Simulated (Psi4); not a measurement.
# TPSSh/cc-pVDZ run of C2F4O (trifluoroacetyl fluoride)

Aim: the energy change on altering one bond length of C2F4O (trifluoroacetyl fluoride) at TPSSh/cc-pVDZ, from 2 runs. 

Program for the calculation: Psi4 1.11.

## (1) The structure to begin with

The species is C2F4O (7 atoms), meant as a singlet with charge 0. SMILES: `O=C(F)C(F)(F)F`. The coordinates come from a PBE0-D4/def2-TZVP relaxation.

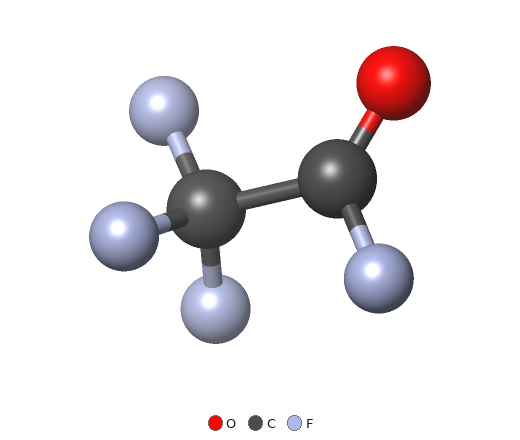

Viewed from a chosen angle; oxygen red, carbon dark grey, fluorine light blue.

## (2) Energy and gradient at TPSSh/cc-pVDZ

The input, job.in:

```
memory 2.2 GB

molecule m {
  0 1
  O      1.061180    -1.396170     0.701140
  C      0.088980    -0.798110     0.435150
  F     -1.136840    -1.201010     0.739860
  C      0.018150     0.551850    -0.306440
  F     -0.697880     0.418270    -1.418740
  F     -0.564330     1.461580     0.468830
  F      1.230750     0.963590    -0.619810
  symmetry c1
  no_reorient
  no_com
}

set basis cc-pVDZ
set reference rks
set puream true
set e_convergence 1e-09
set d_convergence 1e-08
set scf_type pk
set dft_radial_points 99
set dft_spherical_points 590

e_tot, wfn = gradient('tpssh', return_wfn=True)
oeprop(wfn, 'WIBERG_LOWDIN_INDICES', 'MAYER_INDICES', 'DIPOLE', title='TPSSH')
```

Launch:

```sh
$ psi4 -i job.in -o job.out -n 1
```

job.out:

```text
[...]
  Running in c1 symmetry.
[...]
  Nuclear repulsion =  336.982269552340540
[...]
  Multiplicity = 1
[...]
  Nalpha       = 28
  Nbeta        = 28
[...]
    Number of basis functions: 98
[...]
   @RKS iter   1:  -550.67659647579421   -5.88147e-02   6.78150e-03 DIIS/ADIIS
[...]
   @RKS iter  12:  -550.82677181084500   -2.16005e-12   8.36813e-09 DIIS
[...]
    Orbital Energies [Eh]
    ---------------------
    Doubly Occupied:
       1A    -24.677278     2A    -24.674627     3A    -24.674151
       4A    -24.674139     5A    -19.122409     6A    -10.398696
       7A    -10.319622     8A     -1.326344     9A     -1.265470
      10A     -1.235680    11A     -1.234004    12A     -1.093714
      13A     -0.756029    14A     -0.653008    15A     -0.604142
      16A     -0.599742    17A     -0.589623    18A     -0.510442
      19A     -0.498278    20A     -0.467591    21A     -0.463616
      22A     -0.461114    23A     -0.430406    24A     -0.427474
      25A     -0.405452    26A     -0.391808    27A     -0.391765
      28A     -0.319914
[...]
  @RKS Final Energy:  -550.82677181084500
   => Energetics <=
    Nuclear Repulsion Energy =            336.9822695523405400
    One-Electron Energy =               -1432.3487993169153469
    Two-Electron Energy =                 600.0217659328508262
    DFT Exchange-Correlation Energy =     -55.4820079791210432
    Empirical Dispersion Energy =           0.0000000000000000
    VV10 Nonlocal Energy =                  0.0000000000000000
    Total Energy =                       -550.8267718108450026
[...]
  -Total Gradient:
     Atom            X                  Y                   Z
    ------   -----------------  -----------------  -----------------
       1       -0.024299750160     0.014984858529    -0.006660582249
       2        0.007281550317    -0.018852528427     0.009942562170
       3        0.016325795821     0.005290130274    -0.004018985788
       4        0.000055535522     0.013494467776    -0.007464038872
       5        0.008740635188     0.001032459041     0.013118645492
       6        0.007191889490    -0.011031884662    -0.008708140814
       7       -0.015309503575    -0.004875838341     0.003768151407
[...]
 Multipole Moments:
 ------------------------------------------------------------------------------------
     Multipole            Electronic (a.u.)      Nuclear  (a.u.)        Total (a.u.)
 ------------------------------------------------------------------------------------
 L = 1.  Multiply by 2.5417464519 to convert [e a0] to [Debye]
 Dipole X            :          2.4062066           -2.6125086           -0.2063020
 Dipole Y            :         -3.8800076            4.0344708            0.1544632
 Dipole Z            :          1.9827291           -2.0548126           -0.0720835
 Magnitude           :                                                    0.2676106
[...]
```

Run time: 65 s. Hardware: 1 thread of Intel Xeon Platinum 8375C at 2.90GHz (Ice Lake), shared host; peak memory 1.1 GiB.

## (3) The distorted shape at the same level

The input, c2f4o.xyz:

```xyz
7
C2F4O
O      0.697396    -1.519693     0.795152
C     -0.274804    -0.921633     0.529162
F     -1.500624    -1.324533     0.833872
C     -0.345634     0.428327    -0.212428
F     -1.061664     0.294747    -1.324728
F     -0.928114     1.338057     0.562842
F      1.230750     0.963590    -0.619810
```

The input, calc.py:

```python
import psi4

psi4.set_memory(2200000000)
psi4.set_num_threads(1)
psi4.core.set_output_file('output.dat', False)

with open('c2f4o.xyz') as f:
    atoms = ''.join(f.readlines()[2:])
mol = psi4.geometry('0 1\n' + atoms + 'symmetry c1')

psi4.set_options({
    'basis': 'cc-pVDZ',
    'reference': 'rks',
    'puream': True,
    'e_convergence': 1e-09,
    'd_convergence': 1e-08,
    'scf_type': 'pk',
    'dft_radial_points': 99,
    'dft_spherical_points': 590,
})

e_tot, wfn = psi4.gradient('tpssh', molecule=mol, return_wfn=True)
psi4.oeprop(wfn, 'WIBERG_LOWDIN_INDICES', 'MULLIKEN_CHARGES', 'DIPOLE', title='TPSSH')
print('gradient / Eh bohr^-1')
print(e_tot.np.round(6))
print(f'energy = {wfn.energy():.10f} Eh')
for k, v in sorted(psi4.core.scalar_variables().items()):
    print(f'{k:45s} {v:18.10f}')
```

Launch:

```sh
$ python calc.py
```

output.dat, cut to the lines that bear on the results:

```text
[...]
  Running in c1 symmetry.
[...]
  Nuclear repulsion =  323.089074049314149
[...]
  Multiplicity = 1
[...]
  Nalpha       = 28
  Nbeta        = 28
[...]
    Number of basis functions: 98
[...]
   @RKS iter   1:  -550.59192519306748   -3.34983e-01   7.29128e-03 ADIIS/DIIS
[...]
   @RKS iter  12:  -550.77512648533127   -9.89075e-12   7.23784e-09 DIIS
[...]
  @RKS Final Energy:  -550.77512648533127
   => Energetics <=
    Nuclear Repulsion Energy =            323.0890740493141493
    One-Electron Energy =               -1404.6948964489513401
    Two-Electron Energy =                 586.1630209860528566
    DFT Exchange-Correlation Energy =     -55.3323250717470216
    Empirical Dispersion Energy =           0.0000000000000000
    VV10 Nonlocal Energy =                  0.0000000000000000
    Total Energy =                       -550.7751264853313842
[...]
  -Total Gradient:
     Atom            X                  Y                   Z
    ------   -----------------  -----------------  -----------------
       1       -0.019694213640     0.013736985382    -0.006291066899
       2       -0.014445714880    -0.017364501663     0.010633260366
       3        0.015905604847     0.000231582188    -0.001192986139
       4       -0.044954808204    -0.019670316020     0.014059775300
       5       -0.015703930128    -0.006320297738    -0.000199204443
       6       -0.015188591719    -0.002264856326     0.007137193483
       7        0.094116155733     0.031657135487    -0.024157912592
[...]
 Multipole Moments:
 ------------------------------------------------------------------------------------
     Multipole            Electronic (a.u.)      Nuclear  (a.u.)        Total (a.u.)
 ------------------------------------------------------------------------------------
 L = 1.  Multiply by 2.5417464519 to convert [e a0] to [Debye]
 Dipole X            :         -1.6410577            0.8606886           -0.7803692
 Dipole Y            :          1.3445153           -1.4041349           -0.0596197
 Dipole Z            :         -0.6322561            0.7191803            0.0869242
 Magnitude           :                                                    0.7874556
[...]
  Mulliken Charges: (a.u.)
   Center  Symbol    Alpha    Beta     Spin     Total
       1     O     4.06031  4.06031  0.00000 -0.12062
       2     C     2.86244  2.86244  0.00000  0.27512
       3     F     4.56027  4.56027  0.00000 -0.12054
[...]
```

Standard output:

```text
gradient / Eh bohr^-1
[[-0.019694  0.013737 -0.006291]
 [-0.014446 -0.017365  0.010633]
 [ 0.015906  0.000232 -0.001193]
 [-0.044955 -0.01967   0.01406 ]
 [-0.015704 -0.00632  -0.000199]
 [-0.015189 -0.002265  0.007137]
 [ 0.094116  0.031657 -0.024158]]
energy = -550.7751264853 Eh
CURRENT ENERGY                                   -550.7751264853
CURRENT REFERENCE ENERGY                         -550.7751264853
DD SOLVATION ENERGY                                 0.0000000000
DFT FUNCTIONAL TOTAL ENERGY                      -550.7751264853
DFT TOTAL ENERGY                                 -550.7751264853
DFT VV10 ENERGY                                     0.0000000000
DFT XC ENERGY                                     -55.3323250717
GRID ELECTRONS ALPHA                               27.9999995502
GRID ELECTRONS BETA                                27.9999995502
GRID ELECTRONS TOTAL                               55.9999991005
NUCLEAR REPULSION ENERGY                          323.0890740493
ONE-ELECTRON ENERGY                             -1404.6948964490
PCM POLARIZATION ENERGY                             0.0000000000
PE ENERGY                                           0.0000000000
SCF ITERATION ENERGY                             -550.7751264853
SCF ITERATIONS                                     12.0000000000
SCF TOTAL ENERGY                                 -550.7751264853
TWO-ELECTRON ENERGY                               586.1630209861
XC GRID RADIAL POINTS                              99.0000000000
XC GRID SPHERICAL POINTS                          590.0000000000
XC GRID TOTAL POINTS                           386695.0000000000
```

Wall time 61 s (1 thread of Intel Xeon Platinum 8375C at 2.90GHz (Ice Lake), shared host); peak memory 1.1 GiB.

## (4) What came out

Level: TPSSh/cc-pVDZ.

| quantity | value |
| --- | --- |
| first shape: total energy | -550.82677 Eh |
| first shape: dipole moment | 0.68 D |
| first shape: HOMO energy | -8.71 eV |
| first shape: LUMO energy | -1.95 eV |
| first shape: HOMO–LUMO gap | 6.76 eV |
| first shape: largest force on an atom | 1.507 eV/Å |
| distorted shape: total energy | -550.77513 Eh |
| distorted shape: dipole moment | 2.00 D |
| distorted shape: HOMO energy | -9.00 eV |
| distorted shape: LUMO energy | -2.34 eV |
| distorted shape: HOMO–LUMO gap | 6.67 eV |
| distorted shape: largest force on an atom | 5.255 eV/Å |
| energy change with the C4–F7 bond stretched from 1.318 to 1.714 Å | 1.405 eV |

In words: With the C4–F7 bond stretched from 1.318 to 1.714 Å the energy rises by 1.41 eV (136 kJ/mol). The first shape isn't relaxed at this level, so the change isn't measured from a minimum. The largest force (first shape) is 1.51 eV/Å: the shape isn't a stationary point for this species at this level. Mulliken charges (distorted shape) run from -0.29 on F7 to +0.47 on C4; they depend strongly on the basis.
